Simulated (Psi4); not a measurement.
**Excited-state calculation of SiO2 (part 3 of 4)**

The same run, continued: SiO2, SMILES O=[Si]=O; TDA (PBE0-1/3)/cc-pV(D+d)Z, RKS (Psi4 1.11). The geometry comes from this level: GFN2-xTB.

Geometry of the input (Å):
```
O  0.6912  1.2173  0.5137
Si -0.0007  0.0004  -0.0002
O  -0.6905  -1.2177  -0.5136
```

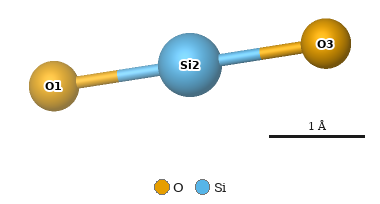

The structure (ball-and-stick view, seen at a tilt; atoms are numbered from 1 in the order of the input).

**Output, continued**
```
  "TD-DFT ROOT 0 (IN A) -> ROOT 4 (IN A) ELECTRIC TRANSITION DIPOLE MOMENT (LEN)" =>       0.000000052437 ... -0.819165092356 1 by 3
  "TD-DFT ROOT 0 (IN A) -> ROOT 4 (IN A) ELECTRIC TRANSITION DIPOLE MOMENT (VEL)" =>      -0.000000005102 ... 0.080855954600 1 by 3
  "TD-DFT ROOT 0 (IN A) -> ROOT 4 (IN A) LEFT EIGENVECTOR ALPHA"         =>       0.000000000000 ... -0.000000241101 15 by 36
  "TD-DFT ROOT 0 (IN A) -> ROOT 4 (IN A) LEFT EIGENVECTOR BETA"          =>       0.000000000000 ... -0.000000241101 15 by 36
  "TD-DFT ROOT 0 (IN A) -> ROOT 4 (IN A) MAGNETIC TRANSITION DIPOLE MOMENT (VEL)" =>      -0.000067711852 ... 0.000000000008 1 by 3
  "TD-DFT ROOT 0 (IN A) -> ROOT 4 (IN A) RIGHT EIGENVECTOR ALPHA"        =>       0.000000000000 ... -0.000000241101 15 by 36
  "TD-DFT ROOT 0 (IN A) -> ROOT 4 (IN A) RIGHT EIGENVECTOR BETA"         =>       0.000000000000 ... -0.000000241101 15 by 36
  "TD-DFT ROOT 0 -> ROOT 1 ELECTRIC TRANSITION DIPOLE MOMENT (LEN)"      =>       0.000000001143 ... -0.000191902667 1 by 3
  "TD-DFT ROOT 0 -> ROOT 1 ELECTRIC TRANSITION DIPOLE MOMENT (LEN) - A TRANSITION" =>       0.000000001143 ... -0.000191902667 1 by 3
  "TD-DFT ROOT 0 -> ROOT 1 ELECTRIC TRANSITION DIPOLE MOMENT (VEL)"      =>       0.000000000263 ... 0.000019065838 1 by 3
  "TD-DFT ROOT 0 -> ROOT 1 ELECTRIC TRANSITION DIPOLE MOMENT (VEL) - A TRANSITION" =>       0.000000000263 ... 0.000019065838 1 by 3
  "TD-DFT ROOT 0 -> ROOT 1 LEFT EIGENVECTOR ALPHA"                       =>       0.000000000000 ... 0.000641811015 15 by 36
  "TD-DFT ROOT 0 -> ROOT 1 LEFT EIGENVECTOR ALPHA - A TRANSITION"        =>       0.000000000000 ... 0.000641811015 15 by 36
  "TD-DFT ROOT 0 -> ROOT 1 LEFT EIGENVECTOR BETA"                        =>       0.000000000000 ... 0.000641811015 15 by 36
  "TD-DFT ROOT 0 -> ROOT 1 LEFT EIGENVECTOR BETA - A TRANSITION"         =>       0.000000000000 ... 0.000641811015 15 by 36
  "TD-DFT ROOT 0 -> ROOT 1 MAGNETIC TRANSITION DIPOLE MOMENT (VEL)"      =>      -0.181124117811 ... -0.000000462729 1 by 3
  "TD-DFT ROOT 0 -> ROOT 1 MAGNETIC TRANSITION DIPOLE MOMENT (VEL) - A TRANSITION" =>      -0.181124117811 ... -0.000000462729 1 by 3
  "TD-DFT ROOT 0 -> ROOT 1 RIGHT EIGENVECTOR ALPHA"                      =>       0.000000000000 ... 0.000641811015 15 by 36
  "TD-DFT ROOT 0 -> ROOT 1 RIGHT EIGENVECTOR ALPHA - A TRANSITION"       =>       0.000000000000 ... 0.000641811015 15 by 36
  "TD-DFT ROOT 0 -> ROOT 1 RIGHT EIGENVECTOR BETA"                       =>       0.000000000000 ... 0.000641811015 15 by 36
  "TD-DFT ROOT 0 -> ROOT 1 RIGHT EIGENVECTOR BETA - A TRANSITION"        =>       0.000000000000 ... 0.000641811015 15 by 36
  "TD-DFT ROOT 0 -> ROOT 2 ELECTRIC TRANSITION DIPOLE MOMENT (LEN)"      =>       0.000536165769 ... 0.000000000409 1 by 3
  "TD-DFT ROOT 0 -> ROOT 2 ELECTRIC TRANSITION DIPOLE MOMENT (LEN) - A TRANSITION" =>       0.000536165769 ... 0.000000000409 1 by 3
  "TD-DFT ROOT 0 -> ROOT 2 ELECTRIC TRANSITION DIPOLE MOMENT (VEL)"      =>       0.000123340106 ... -0.000000000041 1 by 3
  "TD-DFT ROOT 0 -> ROOT 2 ELECTRIC TRANSITION DIPOLE MOMENT (VEL) - A TRANSITION" =>       0.000123340106 ... -0.000000000041 1 by 3
  "TD-DFT ROOT 0 -> ROOT 2 LEFT EIGENVECTOR ALPHA"                       =>       0.000000003424 ... -0.000000000836 15 by 36
  "TD-DFT ROOT 0 -> ROOT 2 LEFT EIGENVECTOR ALPHA - A TRANSITION"        =>       0.000000003424 ... -0.000000000836 15 by 36
  "TD-DFT ROOT 0 -> ROOT 2 LEFT EIGENVECTOR BETA"                        =>       0.000000003424 ... -0.000000000836 15 by 36
  "TD-DFT ROOT 0 -> ROOT 2 LEFT EIGENVECTOR BETA - A TRANSITION"         =>       0.000000003424 ... -0.000000000836 15 by 36
  "TD-DFT ROOT 0 -> ROOT 2 MAGNETIC TRANSITION DIPOLE MOMENT (VEL)"      =>       0.000000386012 ... -0.217175410600 1 by 3
  "TD-DFT ROOT 0 -> ROOT 2 MAGNETIC TRANSITION DIPOLE MOMENT (VEL) - A TRANSITION" =>       0.000000386012 ... -0.217175410600 1 by 3
  "TD-DFT ROOT 0 -> ROOT 2 RIGHT EIGENVECTOR ALPHA"                      =>       0.000000003424 ... -0.000000000836 15 by 36
  "TD-DFT ROOT 0 -> ROOT 2 RIGHT EIGENVECTOR ALPHA - A TRANSITION"       =>       0.000000003424 ... -0.000000000836 15 by 36
  "TD-DFT ROOT 0 -> ROOT 2 RIGHT EIGENVECTOR BETA"                       =>       0.000000003424 ... -0.000000000836 15 by 36
  "TD-DFT ROOT 0 -> ROOT 2 RIGHT EIGENVECTOR BETA - A TRANSITION"        =>       0.000000003424 ... -0.000000000836 15 by 36
  "TD-DFT ROOT 0 -> ROOT 3 ELECTRIC TRANSITION DIPOLE MOMENT (LEN)"      =>      -0.683206675763 ... -0.000000062567 1 by 3
  "TD-DFT ROOT 0 -> ROOT 3 ELECTRIC TRANSITION DIPOLE MOMENT (LEN) - A TRANSITION" =>      -0.683206675763 ... -0.000000062567 1 by 3
  "TD-DFT ROOT 0 -> ROOT 3 ELECTRIC TRANSITION DIPOLE MOMENT (VEL)"      =>       0.067455730132 ... 0.000000006191 1 by 3
  "TD-DFT ROOT 0 -> ROOT 3 ELECTRIC TRANSITION DIPOLE MOMENT (VEL) - A TRANSITION" =>       0.067455730132 ... 0.000000006191 1 by 3
  "TD-DFT ROOT 0 -> ROOT 3 LEFT EIGENVECTOR ALPHA"                       =>      -0.000000015604 ... 0.000000000000 15 by 36
  "TD-DFT ROOT 0 -> ROOT 3 LEFT EIGENVECTOR ALPHA - A TRANSITION"        =>      -0.000000015604 ... 0.000000000000 15 by 36
  "TD-DFT ROOT 0 -> ROOT 3 LEFT EIGENVECTOR BETA"                        =>      -0.000000015604 ... 0.000000000000 15 by 36
  "TD-DFT ROOT 0 -> ROOT 3 LEFT EIGENVECTOR BETA - A TRANSITION"         =>      -0.000000015604 ... 0.000000000000 15 by 36
  "TD-DFT ROOT 0 -> ROOT 3 MAGNETIC TRANSITION DIPOLE MOMENT (VEL)"      =>      -0.000000000005 ... -0.000120948580 1 by 3
  "TD-DFT ROOT 0 -> ROOT 3 MAGNETIC TRANSITION DIPOLE MOMENT (VEL) - A TRANSITION" =>      -0.000000000005 ... -0.000120948580 1 by 3
  "TD-DFT ROOT 0 -> ROOT 3 RIGHT EIGENVECTOR ALPHA"                      =>      -0.000000015604 ... 0.000000000000 15 by 36
  "TD-DFT ROOT 0 -> ROOT 3 RIGHT EIGENVECTOR ALPHA - A TRANSITION"       =>      -0.000000015604 ... 0.000000000000 15 by 36
  "TD-DFT ROOT 0 -> ROOT 3 RIGHT EIGENVECTOR BETA"                       =>      -0.000000015604 ... 0.000000000000 15 by 36
  "TD-DFT ROOT 0 -> ROOT 3 RIGHT EIGENVECTOR BETA - A TRANSITION"        =>      -0.000000015604 ... 0.000000000000 15 by 36
  "TD-DFT ROOT 0 -> ROOT 4 ELECTRIC TRANSITION DIPOLE MOMENT (LEN)"      =>       0.000000052437 ... -0.819165092356 1 by 3
  "TD-DFT ROOT 0 -> ROOT 4 ELECTRIC TRANSITION DIPOLE MOMENT (LEN) - A TRANSITION" =>       0.000000052437 ... -0.819165092356 1 by 3
  "TD-DFT ROOT 0 -> ROOT 4 ELECTRIC TRANSITION DIPOLE MOMENT (VEL)"      =>      -0.000000005102 ... 0.080855954600 1 by 3
  "TD-DFT ROOT 0 -> ROOT 4 ELECTRIC TRANSITION DIPOLE MOMENT (VEL) - A TRANSITION" =>      -0.000000005102 ... 0.080855954600 1 by 3
  "TD-DFT ROOT 0 -> ROOT 4 LEFT EIGENVECTOR ALPHA"                       =>       0.000000000000 ... -0.000000241101 15 by 36
  "TD-DFT ROOT 0 -> ROOT 4 LEFT EIGENVECTOR ALPHA - A TRANSITION"        =>       0.000000000000 ... -0.000000241101 15 by 36
  "TD-DFT ROOT 0 -> ROOT 4 LEFT EIGENVECTOR BETA"                        =>       0.000000000000 ... -0.000000241101 15 by 36
  "TD-DFT ROOT 0 -> ROOT 4 LEFT EIGENVECTOR BETA - A TRANSITION"         =>       0.000000000000 ... -0.000000241101 15 by 36
  "TD-DFT ROOT 0 -> ROOT 4 MAGNETIC TRANSITION DIPOLE MOMENT (VEL)"      =>      -0.000067711852 ... 0.000000000008 1 by 3
  "TD-DFT ROOT 0 -> ROOT 4 MAGNETIC TRANSITION DIPOLE MOMENT (VEL) - A TRANSITION" =>      -0.000067711852 ... 0.000000000008 1 by 3
  "TD-DFT ROOT 0 -> ROOT 4 RIGHT EIGENVECTOR ALPHA"                      =>       0.000000000000 ... -0.000000241101 15 by 36
  "TD-DFT ROOT 0 -> ROOT 4 RIGHT EIGENVECTOR ALPHA - A TRANSITION"       =>       0.000000000000 ... -0.000000241101 15 by 36
  "TD-DFT ROOT 0 -> ROOT 4 RIGHT EIGENVECTOR BETA"                       =>       0.000000000000 ... -0.000000241101 15 by 36
  "TD-DFT ROOT 0 -> ROOT 4 RIGHT EIGENVECTOR BETA - A TRANSITION"        =>       0.000000000000 ... -0.000000241101 15 by 36
  "TD-PBE0-13 ROOT 0 (A) -> ROOT 1 (A) ELECTRIC TRANSITION DIPOLE MOMENT (LEN)" =>       0.000000001143 ... -0.000191902667 1 by 3
  "TD-PBE0-13 ROOT 0 (A) -> ROOT 1 (A) ELECTRIC TRANSITION DIPOLE MOMENT (VEL)" =>       0.000000000263 ... 0.000019065838 1 by 3
  "TD-PBE0-13 ROOT 0 (A) -> ROOT 1 (A) LEFT EIGENVECTOR ALPHA"           =>       0.000000000000 ... 0.000641811015 15 by 36
  "TD-PBE0-13 ROOT 0 (A) -> ROOT 1 (A) LEFT EIGENVECTOR BETA"            =>       0.000000000000 ... 0.000641811015 15 by 36
  "TD-PBE0-13 ROOT 0 (A) -> ROOT 1 (A) MAGNETIC TRANSITION DIPOLE MOMENT (VEL)" =>      -0.181124117811 ... -0.000000462729 1 by 3
  "TD-PBE0-13 ROOT 0 (A) -> ROOT 1 (A) RIGHT EIGENVECTOR ALPHA"          =>       0.000000000000 ... 0.000641811015 15 by 36
  "TD-PBE0-13 ROOT 0 (A) -> ROOT 1 (A) RIGHT EIGENVECTOR BETA"           =>       0.000000000000 ... 0.000641811015 15 by 36
  "TD-PBE0-13 ROOT 0 (A) -> ROOT 2 (A) ELECTRIC TRANSITION DIPOLE MOMENT (LEN)" =>       0.000536165769 ... 0.000000000409 1 by 3
  "TD-PBE0-13 ROOT 0 (A) -> ROOT 2 (A) ELECTRIC TRANSITION DIPOLE MOMENT (VEL)" =>       0.000123340106 ... -0.000000000041 1 by 3
  "TD-PBE0-13 ROOT 0 (A) -> ROOT 2 (A) LEFT EIGENVECTOR ALPHA"           =>       0.000000003424 ... -0.000000000836 15 by 36
  "TD-PBE0-13 ROOT 0 (A) -> ROOT 2 (A) LEFT EIGENVECTOR BETA"            =>       0.000000003424 ... -0.000000000836 15 by 36
  "TD-PBE0-13 ROOT 0 (A) -> ROOT 2 (A) MAGNETIC TRANSITION DIPOLE MOMENT (VEL)" =>       0.000000386012 ... -0.217175410600 1 by 3
  "TD-PBE0-13 ROOT 0 (A) -> ROOT 2 (A) RIGHT EIGENVECTOR ALPHA"          =>       0.000000003424 ... -0.000000000836 15 by 36
  "TD-PBE0-13 ROOT 0 (A) -> ROOT 2 (A) RIGHT EIGENVECTOR BETA"           =>       0.000000003424 ... -0.000000000836 15 by 36
  "TD-PBE0-13 ROOT 0 (A) -> ROOT 3 (A) ELECTRIC TRANSITION DIPOLE MOMENT (LEN)" =>      -0.683206675763 ... -0.000000062567 1 by 3
  "TD-PBE0-13 ROOT 0 (A) -> ROOT 3 (A) ELECTRIC TRANSITION DIPOLE MOMENT (VEL)" =>       0.067455730132 ... 0.000000006191 1 by 3
  "TD-PBE0-13 ROOT 0 (A) -> ROOT 3 (A) LEFT EIGENVECTOR ALPHA"           =>      -0.000000015604 ... 0.000000000000 15 by 36
  "TD-PBE0-13 ROOT 0 (A) -> ROOT 3 (A) LEFT EIGENVECTOR BETA"            =>      -0.000000015604 ... 0.000000000000 15 by 36
  "TD-PBE0-13 ROOT 0 (A) -> ROOT 3 (A) MAGNETIC TRANSITION DIPOLE MOMENT (VEL)" =>      -0.000000000005 ... -0.000120948580 1 by 3
  "TD-PBE0-13 ROOT 0 (A) -> ROOT 3 (A) RIGHT EIGENVECTOR ALPHA"          =>      -0.000000015604 ... 0.000000000000 15 by 36
  "TD-PBE0-13 ROOT 0 (A) -> ROOT 3 (A) RIGHT EIGENVECTOR BETA"           =>      -0.000000015604 ... 0.000000000000 15 by 36
  "TD-PBE0-13 ROOT 0 (A) -> ROOT 4 (A) ELECTRIC TRANSITION DIPOLE MOMENT (LEN)" =>       0.000000052437 ... -0.819165092356 1 by 3
  "TD-PBE0-13 ROOT 0 (A) -> ROOT 4 (A) ELECTRIC TRANSITION DIPOLE MOMENT (VEL)" =>      -0.000000005102 ... 0.080855954600 1 by 3
  "TD-PBE0-13 ROOT 0 (A) -> ROOT 4 (A) LEFT EIGENVECTOR ALPHA"           =>       0.000000000000 ... -0.000000241101 15 by 36
  "TD-PBE0-13 ROOT 0 (A) -> ROOT 4 (A) LEFT EIGENVECTOR BETA"            =>       0.000000000000 ... -0.000000241101 15 by 36
  "TD-PBE0-13 ROOT 0 (A) -> ROOT 4 (A) MAGNETIC TRANSITION DIPOLE MOMENT (VEL)" =>      -0.000067711852 ... 0.000000000008 1 by 3
  "TD-PBE0-13 ROOT 0 (A) -> ROOT 4 (A) RIGHT EIGENVECTOR ALPHA"          =>       0.000000000000 ... -0.000000241101 15 by 36
  "TD-PBE0-13 ROOT 0 (A) -> ROOT 4 (A) RIGHT EIGENVECTOR BETA"           =>       0.000000000000 ... -0.000000241101 15 by 36
  "TD-PBE0-13 ROOT 0 (IN A) -> ROOT 1 (IN A) ELECTRIC TRANSITION DIPOLE MOMENT (LEN)" =>       0.000000001143 ... -0.000191902667 1 by 3
  "TD-PBE0-13 ROOT 0 (IN A) -> ROOT 1 (IN A) ELECTRIC TRANSITION DIPOLE MOMENT (VEL)" =>       0.000000000263 ... 0.000019065838 1 by 3
  "TD-PBE0-13 ROOT 0 (IN A) -> ROOT 1 (IN A) LEFT EIGENVECTOR ALPHA"     =>       0.000000000000 ... 0.000641811015 15 by 36
  "TD-PBE0-13 ROOT 0 (IN A) -> ROOT 1 (IN A) LEFT EIGENVECTOR BETA"      =>       0.000000000000 ... 0.000641811015 15 by 36
  "TD-PBE0-13 ROOT 0 (IN A) -> ROOT 1 (IN A) MAGNETIC TRANSITION DIPOLE MOMENT (VEL)" =>      -0.181124117811 ... -0.000000462729 1 by 3
  "TD-PBE0-13 ROOT 0 (IN A) -> ROOT 1 (IN A) RIGHT EIGENVECTOR ALPHA"    =>       0.000000000000 ... 0.000641811015 15 by 36
  "TD-PBE0-13 ROOT 0 (IN A) -> ROOT 1 (IN A) RIGHT EIGENVECTOR BETA"     =>       0.000000000000 ... 0.000641811015 15 by 36
  "TD-PBE0-13 ROOT 0 (IN A) -> ROOT 2 (IN A) ELECTRIC TRANSITION DIPOLE MOMENT (LEN)" =>       0.000536165769 ... 0.000000000409 1 by 3
  "TD-PBE0-13 ROOT 0 (IN A) -> ROOT 2 (IN A) ELECTRIC TRANSITION DIPOLE MOMENT (VEL)" =>       0.000123340106 ... -0.000000000041 1 by 3
  "TD-PBE0-13 ROOT 0 (IN A) -> ROOT 2 (IN A) LEFT EIGENVECTOR ALPHA"     =>       0.000000003424 ... -0.000000000836 15 by 36
  "TD-PBE0-13 ROOT 0 (IN A) -> ROOT 2 (IN A) LEFT EIGENVECTOR BETA"      =>       0.000000003424 ... -0.000000000836 15 by 36
  "TD-PBE0-13 ROOT 0 (IN A) -> ROOT 2 (IN A) MAGNETIC TRANSITION DIPOLE MOMENT (VEL)" =>       0.000000386012 ... -0.217175410600 1 by 3
  "TD-PBE0-13 ROOT 0 (IN A) -> ROOT 2 (IN A) RIGHT EIGENVECTOR ALPHA"    =>       0.000000003424 ... -0.000000000836 15 by 36
  "TD-PBE0-13 ROOT 0 (IN A) -> ROOT 2 (IN A) RIGHT EIGENVECTOR BETA"     =>       0.000000003424 ... -0.000000000836 15 by 36
  "TD-PBE0-13 ROOT 0 (IN A) -> ROOT 3 (IN A) ELECTRIC TRANSITION DIPOLE MOMENT (LEN)" =>      -0.683206675763 ... -0.000000062567 1 by 3
  "TD-PBE0-13 ROOT 0 (IN A) -> ROOT 3 (IN A) ELECTRIC TRANSITION DIPOLE MOMENT (VEL)" =>       0.067455730132 ... 0.000000006191 1 by 3
  "TD-PBE0-13 ROOT 0 (IN A) -> ROOT 3 (IN A) LEFT EIGENVECTOR ALPHA"     =>      -0.000000015604 ... 0.000000000000 15 by 36
  "TD-PBE0-13 ROOT 0 (IN A) -> ROOT 3 (IN A) LEFT EIGENVECTOR BETA"      =>      -0.000000015604 ... 0.000000000000 15 by 36
  "TD-PBE0-13 ROOT 0 (IN A) -> ROOT 3 (IN A) MAGNETIC TRANSITION DIPOLE MOMENT (VEL)" =>      -0.000000000005 ... -0.000120948580 1 by 3
  "TD-PBE0-13 ROOT 0 (IN A) -> ROOT 3 (IN A) RIGHT EIGENVECTOR ALPHA"    =>      -0.000000015604 ... 0.000000000000 15 by 36
  "TD-PBE0-13 ROOT 0 (IN A) -> ROOT 3 (IN A) RIGHT EIGENVECTOR BETA"     =>      -0.000000015604 ... 0.000000000000 15 by 36
  "TD-PBE0-13 ROOT 0 (IN A) -> ROOT 4 (IN A) ELECTRIC TRANSITION DIPOLE MOMENT (LEN)" =>       0.000000052437 ... -0.819165092356 1 by 3
  "TD-PBE0-13 ROOT 0 (IN A) -> ROOT 4 (IN A) ELECTRIC TRANSITION DIPOLE MOMENT (VEL)" =>      -0.000000005102 ... 0.080855954600 1 by 3
  "TD-PBE0-13 ROOT 0 (IN A) -> ROOT 4 (IN A) LEFT EIGENVECTOR ALPHA"     =>       0.000000000000 ... -0.000000241101 15 by 36
  "TD-PBE0-13 ROOT 0 (IN A) -> ROOT 4 (IN A) LEFT EIGENVECTOR BETA"      =>       0.000000000000 ... -0.000000241101 15 by 36
  "TD-PBE0-13 ROOT 0 (IN A) -> ROOT 4 (IN A) MAGNETIC TRANSITION DIPOLE MOMENT (VEL)" =>      -0.000067711852 ... 0.000000000008 1 by 3
  "TD-PBE0-13 ROOT 0 (IN A) -> ROOT 4 (IN A) RIGHT EIGENVECTOR ALPHA"    =>       0.000000000000 ... -0.000000241101 15 by 36
  "TD-PBE0-13 ROOT 0 (IN A) -> ROOT 4 (IN A) RIGHT EIGENVECTOR BETA"     =>       0.000000000000 ... -0.000000241101 15 by 36
  "TD-PBE0-13 ROOT 0 -> ROOT 1 ELECTRIC TRANSITION DIPOLE MOMENT (LEN)"  =>       0.000000001143 ... -0.000191902667 1 by 3
  "TD-PBE0-13 ROOT 0 -> ROOT 1 ELECTRIC TRANSITION DIPOLE MOMENT (LEN) - A TRANSITION" =>       0.000000001143 ... -0.000191902667 1 by 3
  "TD-PBE0-13 ROOT 0 -> ROOT 1 ELECTRIC TRANSITION DIPOLE MOMENT (VEL)"  =>       0.000000000263 ... 0.000019065838 1 by 3
  "TD-PBE0-13 ROOT 0 -> ROOT 1 ELECTRIC TRANSITION DIPOLE MOMENT (VEL) - A TRANSITION" =>       0.000000000263 ... 0.000019065838 1 by 3
  "TD-PBE0-13 ROOT 0 -> ROOT 1 LEFT EIGENVECTOR ALPHA"                   =>       0.000000000000 ... 0.000641811015 15 by 36
  "TD-PBE0-13 ROOT 0 -> ROOT 1 LEFT EIGENVECTOR ALPHA - A TRANSITION"    =>       0.000000000000 ... 0.000641811015 15 by 36
  "TD-PBE0-13 ROOT 0 -> ROOT 1 LEFT EIGENVECTOR BETA"                    =>       0.000000000000 ... 0.000641811015 15 by 36
  "TD-PBE0-13 ROOT 0 -> ROOT 1 LEFT EIGENVECTOR BETA - A TRANSITION"     =>       0.000000000000 ... 0.000641811015 15 by 36
  "TD-PBE0-13 ROOT 0 -> ROOT 1 MAGNETIC TRANSITION DIPOLE MOMENT (VEL)"  =>      -0.181124117811 ... -0.000000462729 1 by 3
  "TD-PBE0-13 ROOT 0 -> ROOT 1 MAGNETIC TRANSITION DIPOLE MOMENT (VEL) - A TRANSITION" =>      -0.181124117811 ... -0.000000462729 1 by 3
  "TD-PBE0-13 ROOT 0 -> ROOT 1 RIGHT EIGENVECTOR ALPHA"                  =>       0.000000000000 ... 0.000641811015 15 by 36
  "TD-PBE0-13 ROOT 0 -> ROOT 1 RIGHT EIGENVECTOR ALPHA - A TRANSITION"   =>       0.000000000000 ... 0.000641811015 15 by 36
  "TD-PBE0-13 ROOT 0 -> ROOT 1 RIGHT EIGENVECTOR BETA"                   =>       0.000000000000 ... 0.000641811015 15 by 36
  "TD-PBE0-13 ROOT 0 -> ROOT 1 RIGHT EIGENVECTOR BETA - A TRANSITION"    =>       0.000000000000 ... 0.000641811015 15 by 36
  "TD-PBE0-13 ROOT 0 -> ROOT 2 ELECTRIC TRANSITION DIPOLE MOMENT (LEN)"  =>       0.000536165769 ... 0.000000000409 1 by 3
  "TD-PBE0-13 ROOT 0 -> ROOT 2 ELECTRIC TRANSITION DIPOLE MOMENT (LEN) - A TRANSITION" =>       0.000536165769 ... 0.000000000409 1 by 3
  "TD-PBE0-13 ROOT 0 -> ROOT 2 ELECTRIC TRANSITION DIPOLE MOMENT (VEL)"  =>       0.000123340106 ... -0.000000000041 1 by 3
  "TD-PBE0-13 ROOT 0 -> ROOT 2 ELECTRIC TRANSITION DIPOLE MOMENT (VEL) - A TRANSITION" =>       0.000123340106 ... -0.000000000041 1 by 3
  "TD-PBE0-13 ROOT 0 -> ROOT 2 LEFT EIGENVECTOR ALPHA"                   =>       0.000000003424 ... -0.000000000836 15 by 36
  "TD-PBE0-13 ROOT 0 -> ROOT 2 LEFT EIGENVECTOR ALPHA - A TRANSITION"    =>       0.000000003424 ... -0.000000000836 15 by 36
  "TD-PBE0-13 ROOT 0 -> ROOT 2 LEFT EIGENVECTOR BETA"                    =>       0.000000003424 ... -0.000000000836 15 by 36
  "TD-PBE0-13 ROOT 0 -> ROOT 2 LEFT EIGENVECTOR BETA - A TRANSITION"     =>       0.000000003424 ... -0.000000000836 15 by 36
  "TD-PBE0-13 ROOT 0 -> ROOT 2 MAGNETIC TRANSITION DIPOLE MOMENT (VEL)"  =>       0.000000386012 ... -0.217175410600 1 by 3
  "TD-PBE0-13 ROOT 0 -> ROOT 2 MAGNETIC TRANSITION DIPOLE MOMENT (VEL) - A TRANSITION" =>       0.000000386012 ... -0.217175410600 1 by 3
  "TD-PBE0-13 ROOT 0 -> ROOT 2 RIGHT EIGENVECTOR ALPHA"                  =>       0.000000003424 ... -0.000000000836 15 by 36
  "TD-PBE0-13 ROOT 0 -> ROOT 2 RIGHT EIGENVECTOR ALPHA - A TRANSITION"   =>       0.000000003424 ... -0.000000000836 15 by 36
  "TD-PBE0-13 ROOT 0 -> ROOT 2 RIGHT EIGENVECTOR BETA"                   =>       0.000000003424 ... -0.000000000836 15 by 36
  "TD-PBE0-13 ROOT 0 -> ROOT 2 RIGHT EIGENVECTOR BETA - A TRANSITION"    =>       0.000000003424 ... -0.000000000836 15 by 36
  "TD-PBE0-13 ROOT 0 -> ROOT 3 ELECTRIC TRANSITION DIPOLE MOMENT (LEN)"  =>      -0.683206675763 ... -0.000000062567 1 by 3
  "TD-PBE0-13 ROOT 0 -> ROOT 3 ELECTRIC TRANSITION DIPOLE MOMENT (LEN) - A TRANSITION" =>      -0.683206675763 ... -0.000000062567 1 by 3
  "TD-PBE0-13 ROOT 0 -> ROOT 3 ELECTRIC TRANSITION DIPOLE MOMENT (VEL)"  =>       0.067455730132 ... 0.000000006191 1 by 3
  "TD-PBE0-13 ROOT 0 -> ROOT 3 ELECTRIC TRANSITION DIPOLE MOMENT (VEL) - A TRANSITION" =>       0.067455730132 ... 0.000000006191 1 by 3
  "TD-PBE0-13 ROOT 0 -> ROOT 3 LEFT EIGENVECTOR ALPHA"                   =>      -0.000000015604 ... 0.000000000000 15 by 36
  "TD-PBE0-13 ROOT 0 -> ROOT 3 LEFT EIGENVECTOR ALPHA - A TRANSITION"    =>      -0.000000015604 ... 0.000000000000 15 by 36
  "TD-PBE0-13 ROOT 0 -> ROOT 3 LEFT EIGENVECTOR BETA"                    =>      -0.000000015604 ... 0.000000000000 15 by 36
  "TD-PBE0-13 ROOT 0 -> ROOT 3 LEFT EIGENVECTOR BETA - A TRANSITION"     =>      -0.000000015604 ... 0.000000000000 15 by 36
  "TD-PBE0-13 ROOT 0 -> ROOT 3 MAGNETIC TRANSITION DIPOLE MOMENT (VEL)"  =>      -0.000000000005 ... -0.000120948580 1 by 3
  "TD-PBE0-13 ROOT 0 -> ROOT 3 MAGNETIC TRANSITION DIPOLE MOMENT (VEL) - A TRANSITION" =>      -0.000000000005 ... -0.000120948580 1 by 3
  "TD-PBE0-13 ROOT 0 -> ROOT 3 RIGHT EIGENVECTOR ALPHA"                  =>      -0.000000015604 ... 0.000000000000 15 by 36
  "TD-PBE0-13 ROOT 0 -> ROOT 3 RIGHT EIGENVECTOR ALPHA - A TRANSITION"   =>      -0.000000015604 ... 0.000000000000 15 by 36
  "TD-PBE0-13 ROOT 0 -> ROOT 3 RIGHT EIGENVECTOR BETA"                   =>      -0.000000015604 ... 0.000000000000 15 by 36
  "TD-PBE0-13 ROOT 0 -> ROOT 3 RIGHT EIGENVECTOR BETA - A TRANSITION"    =>      -0.000000015604 ... 0.000000000000 15 by 36
  "TD-PBE0-13 ROOT 0 -> ROOT 4 ELECTRIC TRANSITION DIPOLE MOMENT (LEN)"  =>       0.000000052437 ... -0.819165092356 1 by 3
  "TD-PBE0-13 ROOT 0 -> ROOT 4 ELECTRIC TRANSITION DIPOLE MOMENT (LEN) - A TRANSITION" =>       0.000000052437 ... -0.819165092356 1 by 3
  "TD-PBE0-13 ROOT 0 -> ROOT 4 ELECTRIC TRANSITION DIPOLE MOMENT (VEL)"  =>      -0.000000005102 ... 0.080855954600 1 by 3
```
